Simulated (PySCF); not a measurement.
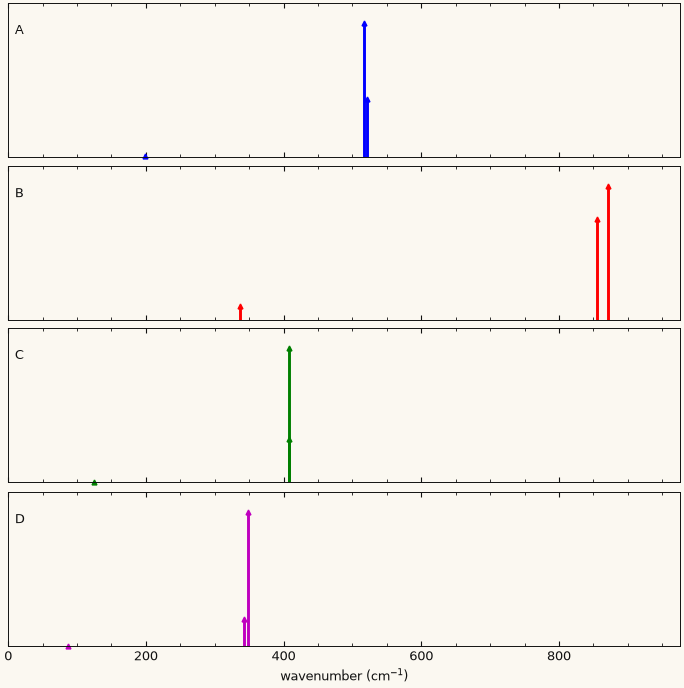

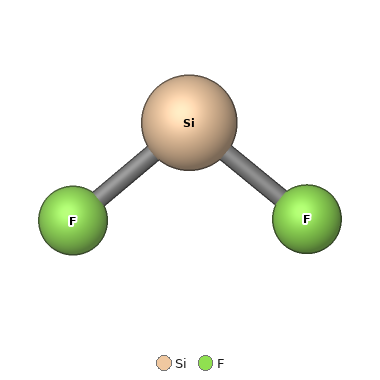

Harmonic infrared lines of SiF₂, SiCl₂, SiBr₂ and SiI₂, all C2v singlets, each the lowest point that its search found (SiF₂ is drawn); the ligand atom changes down one group of the periodic table. PBE0/def2-TZVP (core potentials past Kr), PySCF 2.14.0, unscaled, no spin-orbit coupling; each panel is scaled to its strongest line, degenerate modes are one line with their intensities summed, and dots on the axis are modes too weak to show or inactive.

Which panel belongs to which molecule?

A: SiCl₂ (strongest line 516.3 cm⁻¹); B: SiF₂ (strongest line 871.8 cm⁻¹); C: SiBr₂ (strongest line 408.0 cm⁻¹); D: SiI₂ (strongest line 348.4 cm⁻¹).

How do the bond length and the stretches change along the series?

Mean bond length: SiF₂ 1.601, SiCl₂ 2.078, SiBr₂ 2.249, SiI₂ 2.475 Å, rising down the group. Highest b2 mode: SiF₂ 872, SiCl₂ 516, SiBr₂ 408, SiI₂ 348 cm⁻¹, falling down the group.

Caveats, for all or some of the runs: no scalar relativity.
